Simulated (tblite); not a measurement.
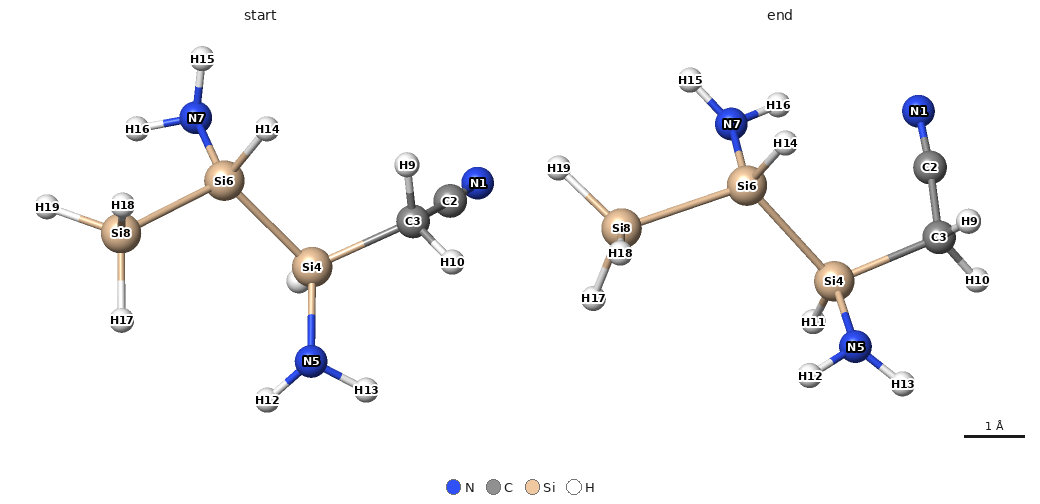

The structure of C$_{2}$H$_{11}$N$_{3}$Si$_{3}$ before (left) and after (right) a relaxation, at one scale.

A ball-and-stick model, seen at a tilt.

All numbers below come from tblite 0.8.0, GFN2-xTB geometry optimisation, gas phase. 

Summarise the run.

Answer. The atom that moves furthest after the best rigid fit is H16 (2.07 Å). Largest moves by element: H 2.07 Å, N 1.83 Å, C 0.87 Å, Si 0.43 Å. Among the contacts that change: Si4–Si6 2.197 → 2.314 Å, Si6–Si8 2.214 → 2.314 Å, C3–Si4 1.861 → 1.936 Å, Si6–N7 1.792 → 1.726 Å. Among the angles between lasting bonds that change: Si4–N5–H13 108.2° → 119.8°, Si6–N7–H16 111.5° → 120.0°, Si6–Si4–H11 110.0° → 117.8°. Groups turn about C3–Si4 by about 70°, Si6–Si8 by about 35°, Si4–Si6 by about 30°. The energy falls by 0.904 eV in 269 geometry steps. Cost: 5.8 s on 1 thread of Intel(R) Xeon(R) Processor @ 2.70GHz, on a shared host.
